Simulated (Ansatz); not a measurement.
**SiGeH4+ (doublet): one geometry, many settings**

What do other methods and options give for SiGeH4+ (doublet) at this geometry, and how long do they take?

Method: the settings change from run to run; program: Ansatz 0.2.0, Gaussian basis.

24 further runs of the same task are left out: 8 that didn't finish, 16 set aside as unsound or not needed.

### 1 The geometry

The geometry is a PBE0/def2-TZVP stationary point (not a proven minimum) of the parent state, kept for this charge and spin. No spin-orbit coupling is included. The filled d shell of Ge may be among the frozen orbitals whatever the setting's name suggests; the logs give the count.

6 atoms, charge 1, spin multiplicity 2.

Atoms are counted from 1 here; the program's logs count them from 0.

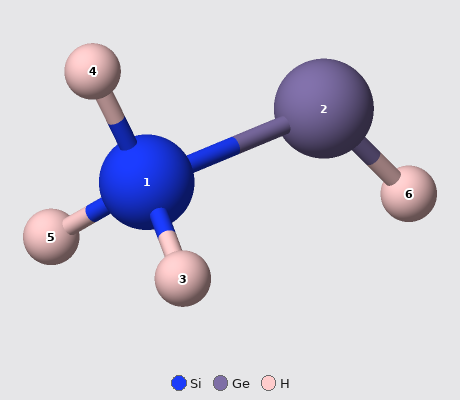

The structure; silicon blue, germanium purple, hydrogen pink; atoms are numbered from 1 in the order of the file.

### 2 HF/6-31G

in.yaml

```yaml
crystal:
  periodic: [false, false, false]
  atoms:
    - {symbol: Si, position_ang: [0.000000, -0.042075, 1.656707]}
    - {symbol: Ge, position_ang: [0.000000, 0.034653, -0.708040]}
    - {symbol: H, position_ang: [1.210792, -0.734227, 2.175626]}
    - {symbol: H, position_ang: [0.000000, 1.368169, 2.119977]}
    - {symbol: H, position_ang: [-1.210792, -0.734227, 2.175626]}
    - {symbol: H, position_ang: [0.000000, -1.224668, -1.607285]}
basis:
  gaussian: {orbitals: 6-31G}
total_charge: 1
magnetization: {spin_polarized: true, initial_magnetization: 1}
hamiltonian: {xc: hf}
output: {forces: true, orbitals: {seedname: orbitals}}
```

Run with:

```bash
$ ansatz run in.yaml --threads 1 --pin off --events-out ev --progress --plain --max-ram 2393MiB
```

Log:

```text
Functional definition: HF
  name "HF"
  cite "Fock, Z. Phys. 61, 126 (1930) doi:10.1007/BF01340294"
  parent pbe
  exchange = exact_x
  correlation = 0
518 factors; integrals over basis functions are off by at most 4.5e-4 eV
mean field evaluation 1: about -64378.2758 eV, gradient 9.0e0 eV
mean field evaluation 2: about -64378.3157 eV, gradient 9.0e0 eV
mean field evaluation 4: about -64379.4077 eV, gradient 1.4e0 eV
mean field evaluation 8: about -64379.4364 eV, gradient 1.1e-1 eV
mean field evaluation 16: about -64377.1328 eV, gradient 8.9e0 eV
mean field evaluation 32: about -64377.1491 eV, gradient 8.9e0 eV
mean field -64379.43684483 eV, -2365.9006660981 hartree, gradient 1.3e-5 eV, S^2 0.752638; 0 other end points of the search recorded, 0 dependent functions left out
the calculation of the forces begins
reference -64379.43684483 eV, -2365.9006660981 hartree; 25, 24 occupied and 25, 26 virtual orbitals, 518 factors
Total energy: -64379.43684483 eV, -2365.9006660981 hartree
Atom 0 at     0.000000    -0.042075     1.656707 Å, force    -0.000000     0.261697     2.400788 eV/Å
Atom 1 at     0.000000     0.034653    -0.708040 Å, force    -0.000000    -0.298571    -1.194692 eV/Å
Atom 2 at     1.210792    -0.734227     2.175626 Å, force     0.071082    -0.038756    -0.479770 eV/Å
Atom 3 at     0.000000     1.368169     2.119977 Å, force    -0.000000    -0.025678    -0.257360 eV/Å
Atom 4 at    -1.210792    -0.734227     2.175626 Å, force    -0.071082    -0.038756    -0.479770 eV/Å
Atom 5 at     0.000000    -1.224668    -1.607285 Å, force    -0.000000     0.140064     0.010805 eV/Å
Dipole moment:    -0.000000    -0.059693    -0.234564 e Å
```

It took 1.1 s on 1 thread of Arm Neoverse V2, shared host.

From the report: ⟨S²⟩ of the determinant 0.753 (pure doublet: 0.75).

### 3 MP2 on ROHF/cc-pVDZ

Edit in.yaml of step 2 so:

```diff
@@ -10,6 +10,6 @@
 basis:
-  gaussian: {orbitals: 6-31G}
+  gaussian: {orbitals: cc-pVDZ, point_charges: [{charge: 0.50, position_ang: [4.691, -0.644, 0.242]}]}
 total_charge: 1
-magnetization: {spin_polarized: true, initial_magnetization: 1}
-hamiltonian: {xc: hf}
-output: {forces: true, orbitals: {seedname: orbitals}}
+magnetization: {spin_polarized: false, initial_magnetization: 1}
+correlation: {method: mp2, electrons: outside_noble_gas}
+output: {forces: true}
```

The command is unchanged.

Log, shortened:

```text
Functional definition: HF
  name "HF"
  cite "Fock, Z. Phys. 61, 126 (1930) doi:10.1007/BF01340294"
  parent pbe
[...]
682 factors; integrals over basis functions are off by at most 1.2e-3 eV
[...]
mean field -64388.05136230 eV, -2366.2172437759 hartree, gradient 2.7e-6 eV, S^2 0.750000; 2 other end points of the search recorded, 0 dependent functions left out
[...]
19 core orbitals not correlated: weight in the atoms' cores, before any rotation towards them, 1.000 or more for the frozen orbitals, at most 0.000 for the correlated occupied ones
reference -64388.05136230 eV, -2366.2172437759 hartree; 6, 5 occupied and 40, 41 virtual orbitals, 682 factors
second order -4.26825504 eV of doubles, -0.03672288 eV of singles
[...]
Total energy: -64392.35634022 eV, -2366.3754487962 hartree
Atom 0 at     0.000000    -0.042075     1.656707 Å, force    -0.179579     0.314043     2.327771 eV/Å
Atom 1 at     0.000000     0.034653    -0.708040 Å, force    -0.215178    -0.138622    -1.015694 eV/Å
Atom 2 at     1.210792    -0.734227     2.175626 Å, force     0.142583    -0.074726    -0.501544 eV/Å
Atom 3 at     0.000000     1.368169     2.119977 Å, force     0.044813     0.004175    -0.310377 eV/Å
Atom 4 at    -1.210792    -0.734227     2.175626 Å, force    -0.083290    -0.094160    -0.492847 eV/Å
Atom 5 at     0.000000    -1.224668    -1.607285 Å, force    -0.001987     0.030150    -0.042138 eV/Å
Dipole moment:    -0.107576    -0.044677    -0.158922 e Å
```

It took 3.3 s on 1 thread of Arm Neoverse V2, shared host.

### 4 BCCD(T) on ROHF/def2-SVP

Edit in.yaml of step 3 so:

```diff
@@ -10,6 +10,7 @@
 basis:
-  gaussian: {orbitals: cc-pVDZ, point_charges: [{charge: 0.50, position_ang: [4.691, -0.644, 0.242]}]}
+  gaussian: {orbitals: def2-SVP, fitting: {mean_field: def2-universal-jkfit}}
 total_charge: 1
 magnetization: {spin_polarized: false, initial_magnetization: 1}
-correlation: {method: mp2, electrons: outside_noble_gas}
+correlation: {method: bccd_t, electrons: outside_noble_gas}
+scf: {lower_state_search: off}
 output: {forces: true}
```

Launched as before.

Log, shortened:

```text
Functional definition: HF
  name "HF"
  cite "Fock, Z. Phys. 61, 126 (1930) doi:10.1007/BF01340294"
  parent pbe
[...]
466 factors; integrals over basis functions are off by at most 3.7e-1 eV
[...]
mean field -64380.72610372 eV, -2365.9480454881 hartree, gradient 2.7e-6 eV, S^2 0.750000; 0 other end points of the search recorded, 0 dependent functions left out
19 core orbitals not correlated: weight in the atoms' cores, before any rotation towards them, 1.000 or more for the frozen orbitals, at most 0.000 for the correlated occupied ones
reference -64380.72610372 eV, -2365.9480454881 hartree; 6, 5 occupied and 45, 46 virtual orbitals, 466 factors
second order -4.26905924 eV of doubles, -0.03597408 eV of singles
cycle   1  -5.12770976 eV  change   -8.2e-1 eV  update   7.2e-2
[...]
cycle  15  -5.43767907 eV  change    1.9e-7 eV  update   3.0e-7
perturbative correction -0.13954410 eV, -0.0051281512 hartree
[...]
Total energy: -64386.30332689 eV, -2366.1530046595 hartree
Atom 0 at     0.000000    -0.042075     1.656707 Å, force    -0.000000     0.282030     2.259882 eV/Å
Atom 1 at     0.000000     0.034653    -0.708040 Å, force     0.000000    -0.086336    -0.883702 eV/Å
Atom 2 at     1.210792    -0.734227     2.175626 Å, force     0.081750    -0.054411    -0.489364 eV/Å
Atom 3 at     0.000000     1.368169     2.119977 Å, force     0.000000    -0.039839    -0.307347 eV/Å
Atom 4 at    -1.210792    -0.734227     2.175626 Å, force    -0.081749    -0.054411    -0.489364 eV/Å
Atom 5 at     0.000000    -1.224668    -1.607285 Å, force    -0.000000    -0.047031    -0.090105 eV/Å
Dipole moment:    -0.000000    -0.068117    -0.154565 e Å
Checks for a lower state left out: starts, cluster_reference, orbital_swaps, neighbouring_geometries, increment
```

Wall time 8.5 s (1 thread of Arm Neoverse V2, shared host); peak memory 0.29 GiB.

From the report: correlation -5.5772 eV; largest double amplitude 0.05.

### 5 HF/cc-pVDZ

Edit in.yaml of step 4 so:

```diff
@@ -10,7 +10,6 @@
 basis:
-  gaussian: {orbitals: def2-SVP, fitting: {mean_field: def2-universal-jkfit}}
+  gaussian: {orbitals: cc-pVDZ}
 total_charge: 1
 magnetization: {spin_polarized: false, initial_magnetization: 1}
-correlation: {method: bccd_t, electrons: outside_noble_gas}
-scf: {lower_state_search: off}
-output: {forces: true}
+hamiltonian: {xc: hf}
+output: {forces: true, orbitals: {seedname: orbitals}}
```

The command is unchanged.

Log, shortened:

```text
Functional definition: HF
  name "HF"
  cite "Fock, Z. Phys. 61, 126 (1930) doi:10.1007/BF01340294"
  parent pbe
[...]
682 factors; integrals over basis functions are off by at most 1.2e-3 eV
[...]
mean field -64389.54123393 eV, -2366.2719955484 hartree, gradient 2.2e-5 eV, S^2 0.750000; 0 other end points of the search recorded, 0 dependent functions left out
[...]
reference -64389.54123393 eV, -2366.2719955484 hartree; 25, 24 occupied and 40, 41 virtual orbitals, 682 factors
Total energy: -64389.54123393 eV, -2366.2719955484 hartree
Atom 0 at     0.000000    -0.042075     1.656707 Å, force     0.000000     0.239881     2.611833 eV/Å
Atom 1 at     0.000000     0.034653    -0.708040 Å, force    -0.000000    -0.368142    -1.179811 eV/Å
Atom 2 at     1.210792    -0.734227     2.175626 Å, force     0.030489    -0.018541    -0.571407 eV/Å
Atom 3 at     0.000000     1.368169     2.119977 Å, force     0.000000    -0.053908    -0.359366 eV/Å
Atom 4 at    -1.210792    -0.734227     2.175626 Å, force    -0.030489    -0.018541    -0.571407 eV/Å
Atom 5 at     0.000000    -1.224668    -1.607285 Å, force     0.000000     0.219251     0.070158 eV/Å
Dipole moment:     0.000000    -0.044989    -0.207493 e Å
```

Wall time 1.6 s (1 thread of Arm Neoverse V2, shared host).

### 6 CISD/cc-pVDZ

Edit in.yaml of step 5 so:

```diff
@@ -13,3 +13,4 @@
 magnetization: {spin_polarized: false, initial_magnetization: 1}
-hamiltonian: {xc: hf}
-output: {forces: true, orbitals: {seedname: orbitals}}
+correlation: {active_space: {ras: {orbitals: [5, 1, 40], electrons: 11, max_holes: 2, max_particles: 2}, fixed_orbitals: true}}
+scf: {lower_state_search: light}
+output: {forces: true}
```

Launched as before.

Log, shortened:

```text
Functional definition: HF
  name "HF"
  cite "Fock, Z. Phys. 61, 126 (1930) doi:10.1007/BF01340294"
  parent pbe
[...]
682 factors; integrals over basis functions are off by at most 1.2e-3 eV
[...]
mean field -64389.54123393 eV, -2366.2719955484 hartree, gradient 2.6e-6 eV, S^2 0.750000; 2 other end points of the search recorded, 0 dependent functions left out
reference -64389.54123393 eV, -2366.2719955484 hartree; 25, 24 occupied and 40, 41 virtual orbitals, 682 factors
state -64394.56543270 eV, -2366.4566314474 hartree
[...]
Total energy: -64394.56543270 eV, -2366.4566314474 hartree
Atom 0 at     0.000000    -0.042075     1.656707 Å, force     0.000000     0.256884     2.353847 eV/Å
Atom 1 at     0.000000     0.034653    -0.708040 Å, force    -0.000000    -0.151510    -1.002577 eV/Å
Atom 2 at     1.210792    -0.734227     2.175626 Å, force     0.097542    -0.060669    -0.497516 eV/Å
Atom 3 at     0.000000     1.368169     2.119977 Å, force     0.000000    -0.001537    -0.306842 eV/Å
Atom 4 at    -1.210792    -0.734227     2.175626 Å, force    -0.097542    -0.060669    -0.497516 eV/Å
Atom 5 at     0.000000    -1.224668    -1.607285 Å, force     0.000000     0.017502    -0.049395 eV/Å
Dipole moment:     0.000000    -0.055754    -0.163623 e Å
```

Run time: 6 s. Hardware: 1 thread of Arm Neoverse V2, shared host; peak memory 0.25 GiB.

From the report: 54,075 determinants.

### 7 NEVPT4(SD)(5,6)/STO-3G

Edit in.yaml of step 6 so:

```diff
@@ -10,7 +10,6 @@
 basis:
-  gaussian: {orbitals: cc-pVDZ}
+  gaussian: {orbitals: STO-3G}
 total_charge: 1
 magnetization: {spin_polarized: false, initial_magnetization: 1}
-correlation: {active_space: {ras: {orbitals: [5, 1, 40], electrons: 11, max_holes: 2, max_particles: 2}, fixed_orbitals: true}}
-scf: {lower_state_search: light}
-output: {forces: true}
+correlation: {method: fic_nevpt4_sd, electrons: outside_noble_gas, active_space: {window: {electrons: 5, orbitals: 6}}}
+scf: {lower_state_search: off}
```

Launched as before.

Log, shortened:

```text
Functional definition: HF
  name "HF"
  cite "Fock, Z. Phys. 61, 126 (1930) doi:10.1007/BF01340294"
  parent pbe
[...]
321 factors; integrals over basis functions are off by at most 3.4e-5 eV
[...]
mean field -63659.51751528 eV, -2339.4441187157 hartree, gradient 2.8e-6 eV, S^2 0.750000; 0 other end points of the search recorded, 0 dependent functions left out
reference -63659.51751528 eV, -2339.4441187157 hartree; 25, 24 occupied and 6, 7 virtual orbitals, 321 factors
state -63660.46644700 eV, -2339.4789913132 hartree
state -63660.46644700 eV, -2339.4789913132 hartree; corrected -63661.98433431 eV, -2339.5347726432 hartree
Total energy: -63661.98433431 eV, -2339.5347726432 hartree
Checks for a lower state left out: stability, starts, cluster_reference, orbital_swaps, neighbouring_geometries, increment
```

Wall time 0.96 s (1 thread of Arm Neoverse V2, shared host).

From the report: 300 determinants; active occupations 1.97, 1.97, 1.00, 0.03, 0.03, 0.00.

### 8 MRCISD+Q(relaxed)(1,5)/STO-3G

Edit in.yaml of step 7 so:

```diff
@@ -13,3 +13,3 @@
 magnetization: {spin_polarized: false, initial_magnetization: 1}
-correlation: {method: fic_nevpt4_sd, electrons: outside_noble_gas, active_space: {window: {electrons: 5, orbitals: 6}}}
-scf: {lower_state_search: off}
+correlation: {method: fic_mrcisd_q_relaxed, electrons: outside_noble_gas, active_space: {window: {electrons: 1, orbitals: 5}, states: [{multiplicity: 2, weights: [1, 0.5]}]}}
+scf: {lower_state_search: full}
```

The command is unchanged.

Log, shortened:

```text
Functional definition: HF
  name "HF"
  cite "Fock, Z. Phys. 61, 126 (1930) doi:10.1007/BF01340294"
  parent pbe
[...]
448 factors; integrals over basis functions are off by at most 3.5e-8 eV
[...]
mean field -63659.51766532 eV, -2339.4441242298 hartree, gradient 5.4e-6 eV, S^2 0.750000; 7 other end points of the search recorded, 0 dependent functions left out
reference -63659.51766532 eV, -2339.4441242298 hartree; 25, 24 occupied and 6, 7 virtual orbitals, 448 factors
state -63659.48760594 eV, -2339.4430195677 hartree
state -63657.74494795 eV, -2339.3789780678 hartree
contracted CI cycle   1: correlation 0.00000000 eV, 0.0000000000 hartree, residual 9.21e0 eV
contracted CI cycle   2: correlation -2.33212939 eV, -0.0857041743 hartree, residual 1.68e0 eV
contracted CI cycle   3: correlation -2.40702532 eV, -0.0884565488 hartree, residual 3.80e-1 eV
contracted CI cycle   4: correlation -2.41179541 eV, -0.0886318465 hartree, residual 1.30e-1 eV
[...]
contracted CI cycle   1: correlation 0.00000000 eV, 0.0000000000 hartree, residual 9.31e0 eV
contracted CI cycle   2: correlation -2.51821086 eV, -0.0925425422 hartree, residual 1.81e0 eV
contracted CI cycle   3: correlation -2.61775356 eV, -0.0962006688 hartree, residual 4.56e-1 eV
contracted CI cycle   4: correlation -2.62518821 eV, -0.0964738874 hartree, residual 1.76e-1 eV
contracted CI cycle   5: correlation -2.62629651 eV, -0.0965146167 hartree, residual 5.88e-2 eV
contracted CI cycle   6: correlation -2.62642316 eV, -0.0965192710 hartree, residual 2.07e-2 eV
contracted CI cycle   7: correlation -2.62643696 eV, -0.0965197779 hartree, residual 6.85e-3 eV
contracted CI cycle   8: correlation -2.62643833 eV, -0.0965198284 hartree, residual 2.13e-3 eV
contracted CI cycle   9: correlation -2.62643846 eV, -0.0965198332 hartree, residual 6.46e-4 eV
state -63657.74494795 eV, -2339.3789780678 hartree; corrected -63660.61957980 eV, -2339.4846188398 hartree
WARN: 3 active orbitals are nearly empty or full. The corrections depend on them more than the energy does, and are more stable in an active space without them
Total energy: -63661.59199463 eV, -2339.5203544256 hartree
```

It took 1.4 s on 1 thread of Arm Neoverse V2, shared host.

From the report: 4 determinants; active occupations (of the averaged states) 0.67, 0.33, 0.00, 0.00, 0.00. The report marks this result as in doubt.

### 9 BCCD(T) on UHF/cc-pVDZ

in.yaml

```yaml
crystal:
  periodic: [false, false, false]
  atoms:
    - {symbol: Si, position_ang: [0.000000, -0.042075, 1.656707]}
    - {symbol: Ge, position_ang: [0.000000, 0.034653, -0.708040]}
    - {symbol: H, position_ang: [1.210792, -0.734227, 2.175626]}
    - {symbol: H, position_ang: [0.000000, 1.368169, 2.119977]}
    - {symbol: H, position_ang: [-1.210792, -0.734227, 2.175626]}
    - {symbol: H, position_ang: [0.000000, -1.224668, -1.607285]}
basis:
  gaussian: {orbitals: cc-pVDZ}
total_charge: 1
magnetization: {spin_polarized: true, initial_magnetization: 1}
hamiltonian: {pseudopotentials: {relativity: scalar}}
correlation: {method: bccd_t, electrons: outside_noble_gas}
```

Same command.

Log, shortened:

```text
Functional definition: HF
  name "HF"
  cite "Fock, Z. Phys. 61, 126 (1930) doi:10.1007/BF01340294"
  parent pbe
[...]
682 factors; integrals over basis functions are off by at most 1.2e-3 eV
[...]
mean field -64870.11200915 eV, -2383.9326457949 hartree, gradient 2.8e-6 eV, S^2 0.758562; 3 other end points of the search recorded, 0 dependent functions left out
determinant -64870.11200915 eV, -2383.9326457949 hartree, with singles and doubles -64875.51451310 eV, -2384.1311841531 hartree
determinant -64868.69459092 eV, -2383.8805566357 hartree, with singles and doubles -64874.20658245 eV, -2384.0831185883 hartree
19 core orbitals not correlated: weight in the atoms' cores, before any rotation towards them, 1.000 or more for the frozen orbitals, at most 0.000 for the correlated occupied ones
reference -64870.11200915 eV, -2383.9326457949 hartree; 6, 5 occupied and 40, 41 virtual orbitals, 682 factors
second order -4.24297966 eV of doubles, -0.00000000 eV of singles
cycle   1  -5.39774841 eV  change    4.8e-3 eV  update   3.7e-3
[...]
cycle   8  -5.39662635 eV  change   -2.3e-6 eV  update   9.2e-6
perturbative correction -0.13679457 eV, -0.0050271076 hartree
Total energy: -64875.64543007 eV, -2384.1359952630 hartree
Relativity: scalar
```

Run time: 4.6 s. Hardware: 1 thread of Arm Neoverse V2, shared host.

From the report: ⟨S²⟩ of the determinant 0.759 (pure doublet: 0.75); correlation -5.5334 eV; largest double amplitude 0.04.

### 10 BCCD/cc-pVDZ

Edit in.yaml of step 9 so:

```diff
@@ -12,4 +12,4 @@
 total_charge: 1
-magnetization: {spin_polarized: true, initial_magnetization: 1}
-hamiltonian: {pseudopotentials: {relativity: scalar}}
-correlation: {method: bccd_t, electrons: outside_noble_gas}
+magnetization: {spin_polarized: false, initial_magnetization: 1}
+hamiltonian: {xc: {name: PBE}}
+correlation: {method: bccd, electrons: outside_noble_gas}
```

Launched as before.

Log, shortened:

```text
Functional definition: PBE
  name "PBE"
  cite "Perdew, Burke & Ernzerhof, Phys. Rev. Lett. 77, 3865 (1996) doi:10.1103/PhysRevLett.77.3865"
  parent pbe
[...]
682 factors; integrals over basis functions are off by at most 1.2e-3 eV
[...]
mean field -64437.35196603 eV, -2368.0290075456 hartree, gradient 3.0e-6 eV, S^2 0.750000; 2 other end points of the search recorded, 0 dependent functions left out
[...]
19 core orbitals not correlated: weight in the atoms' cores, before any rotation towards them, 0.999 or more for the frozen orbitals, at most 0.000 for the correlated occupied ones
reference -64388.58140726 eV, -2366.2367225687 hartree; 6, 5 occupied and 40, 41 virtual orbitals, 682 factors
second order -4.65749884 eV of doubles, -0.46851364 eV of singles
cycle   1  -5.81045266 eV  change   -6.9e-1 eV  update   6.8e-2
[...]
cycle  11  -6.07478432 eV  change   -7.9e-6 eV  update   9.6e-6
Total energy: -64394.65619158 eV, -2366.4599667749 hartree
```

It took 6.5 s on 1 thread of Arm Neoverse V2, shared host.

From the report: correlation -6.0748 eV; largest double amplitude 0.04.

### 11 All runs side by side

Where basis and cores are those of an earlier UCCSDT(Q)/cc-pVDZ run (-64395.1726 eV), and the state is the same kind, the miss against it is given. † marks a result that the program doubts.

```csv
level,correlated,functions,energy (eV),from UCCSDT(Q) (meV),time
HF/6-31G,,50,-64379.4368,,1.1 s
MP2 on ROHF/cc-pVDZ (beside a point charge),outside noble gas,65,-64392.3563,,3.3 s
BCCD(T) on ROHF/def2-SVP,outside noble gas,70,-64386.3033,,8.5 s
HF/cc-pVDZ,,65,-64389.5412,5631.4,1.6 s
CISD/cc-pVDZ,outside noble gas,65,-64394.5654,607.2,6 s
"NEVPT4(SD)(5,6)/STO-3G",outside noble gas,31,-63661.9843,,0.96 s
"MRCISD+Q(relaxed)(1,5)/STO-3G (mean of several states) †",outside noble gas,31,-63661.5920,,1.4 s
BCCD(T) on UHF/cc-pVDZ (relativity set),outside noble gas,65,-64875.6454,,4.6 s
BCCD/cc-pVDZ (on PBE orbitals),outside noble gas,65,-64394.6562,516.4,6.5 s
```

### 12 Summary of results

```
quantity                            value
    runs                                9
quickest   NEVPT4(SD)(5,6)/STO-3G, 0.96 s
 slowest  BCCD(T) on ROHF/def2-SVP, 8.5 s
```

**Reading.** Total energies in different bases, with other cores or another treatment of relativity can't be set against each other. BCCD(T) on ROHF/def2-SVP took 9 times as long as NEVPT4(SD)(5,6)/STO-3G; the jobs differ in more than the method. Among the correlated runs with a miss given, it spans +516 to +607 meV. Hartree-Fock, CASSCF and CASCI lack dynamic correlation by design. Cores frozen from Kohn-Sham orbitals shift the total energy.
